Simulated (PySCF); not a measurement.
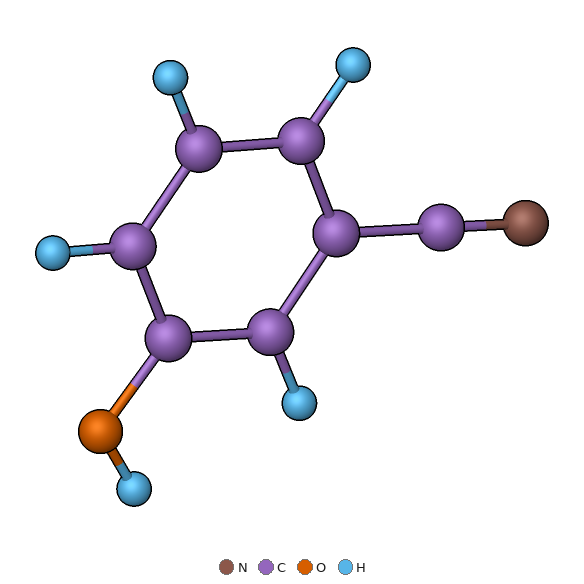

Rendered structure (ball-and-stick style). Every bond is drawn as one stick, whatever its order.

Computed geometry: PBE0-D3(BJ)/def2-TZVP optimisation. No frequency run is at hand to confirm it as a minimum.

Describe the molecule.

Formula C₇H₅NO. SMILES: `N#Cc1cccc(O)c1`. Independent rings (smallest set): 1 of 6 members, 1 of them aromatic. Among its groups: phenol, nitrile. The point group is Cs. All atoms lie on one plane. Coordination: 1 C linear; 6 C trigonal planar; 1 O bent.

The parts below concern this one geometry. Atoms keep their numbers from picture to picture.

Ring current

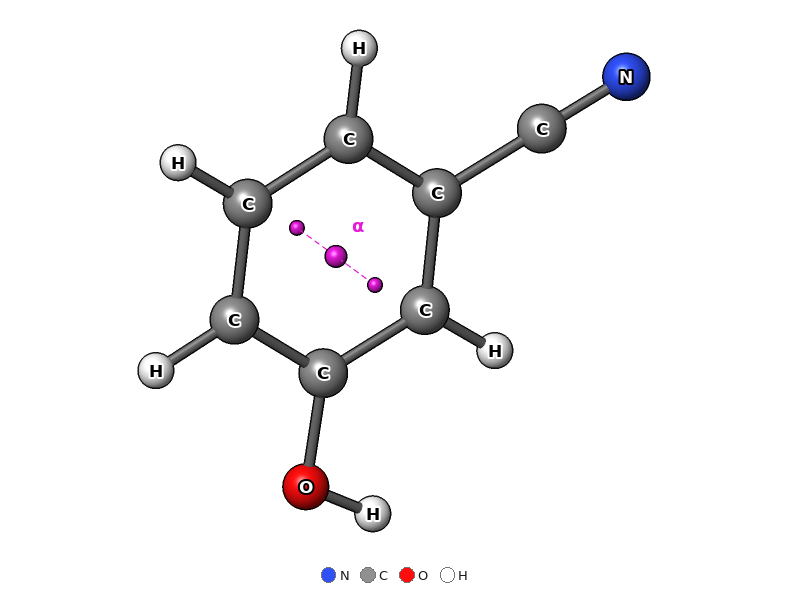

The small points mark where nucleus-independent chemical shifts (NICS) were computed: at the centre of each lettered ring and 1 Å above and below it. No frequency run is at hand to confirm it as a minimum. Method: GIAO PBE0/pcSseg-2 NMR shielding, non-relativistic, gas phase (PySCF 2.14.0).

Give NICS(0), NICS(1) and the out-of-plane component NICS(1)zz for each ring (means of the two sides).

```json
{"ring": "α", "members": "C6", "NICS(0)": "−9.5", "NICS(1)": "−9.6", "NICS(1)zz": "−26.1"}
```

Values in ppm.

**What do the values say about the ring currents?**

Ring α: diatropic, as in an aromatic ring. NICS is one index among several.

Dipole moment

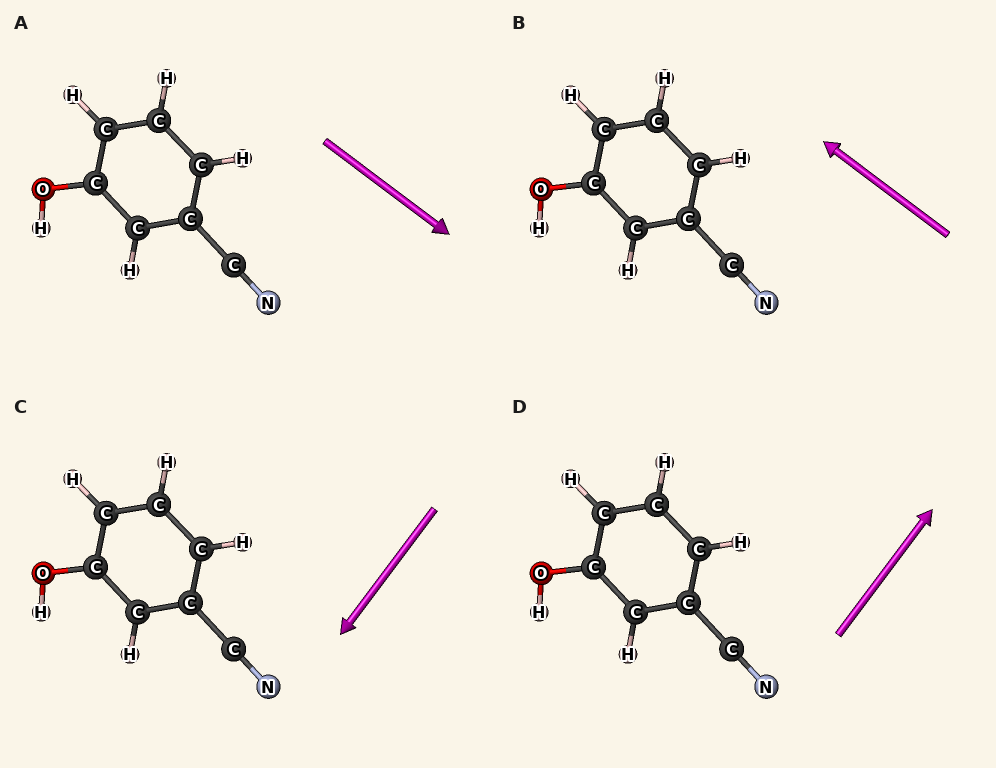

The same molecule four times, each with an arrow. No frequency run is at hand to confirm it as a minimum. Level of theory: ωB97X-D/pcSseg-2 in chloroform (IEF-PCM) (PySCF 2.14.0).

**Which arrow points along the dipole moment, from the negative to the positive end?**

B. The dipole moment is 4.48 D.

Charges

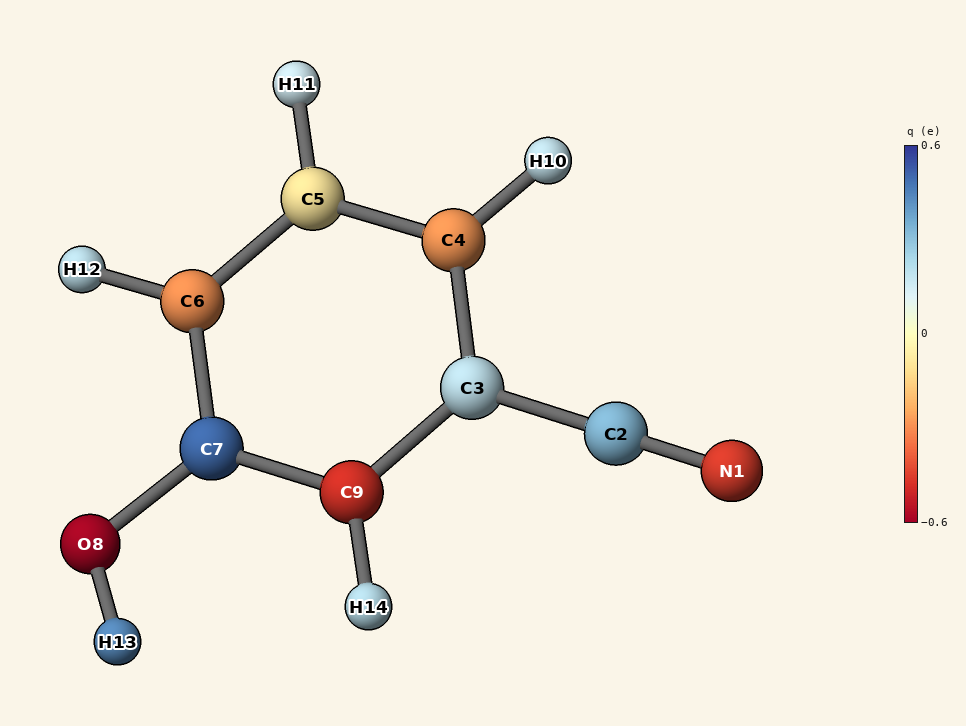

Atoms are coloured by their ESP-fitted charges. No frequency run is at hand to confirm it as a minimum. Method: PBE0/pcSseg-2, gas phase (PySCF 2.14.0).

**Which atom carries the highest charge (most positive or least negative)?**

C7 (0.49 e).

**And the lowest?**

O8 (−0.58 e).

List the ESP-fitted charges.

```tsv
atom	value (e)
N1	−0.45
C2	0.32
C3	0.19
C4	−0.27
C5	−0.08
C6	−0.28
C7	0.49
O8	−0.58
C9	−0.47
H10	0.18
H11	0.15
H12	0.19
H13	0.42
H14	0.21
```
